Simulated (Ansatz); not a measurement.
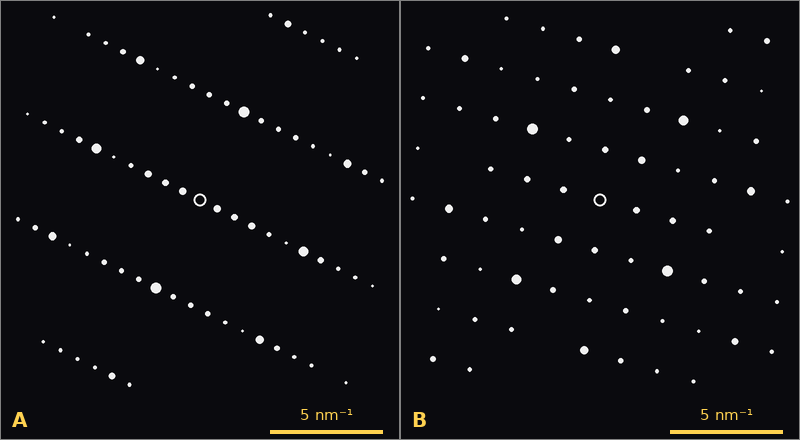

Kinematic electron diffraction patterns (200 kV, B = 0.5 Å², same scale, each along a low-index zone) of two structures of composition K3Cl2, each relaxed at zero pressure with DFT PBE, scalar-relativistic, plane waves, PAW (Ansatz).

The structures (standard cells):
1. R-3m (No. 166), a = 4.517 Å, c = 34.557 Å (hexagonal axes), 15 atoms; generated start, possibly hypothetical
2. R-3c (No. 167), a = 7.863 Å, c = 23.134 Å (hexagonal axes), 30 atoms; generated start, possibly hypothetical

**Which pattern belongs to which structure, and along which zone?**

A is structure 1 along [210] or an equivalent direction: rectangular net of 0 0 3 at d = 11.52 Å and 1 -2 0 at d = 2.26 Å, 90.0° apart (some points of this net are extinct or too weak to see). B is structure 2 along [100] or an equivalent direction: oblique net of 0 1 2 at d = 5.87 Å and 0 1 -4 at d = 4.41 Å, 80.1° apart (some points of this net are extinct or too weak to see).

**Which structure lies lowest at this level of theory, and by how much?**

Structure 1 (R-3m, 40.71 Å³ an atom) is the lowest of these; structure 2 (R-3c, 41.29 Å³ an atom) lies about 79 meV an atom higher. These are static energies at 0 K; other structures, not shown, may lie lower still.
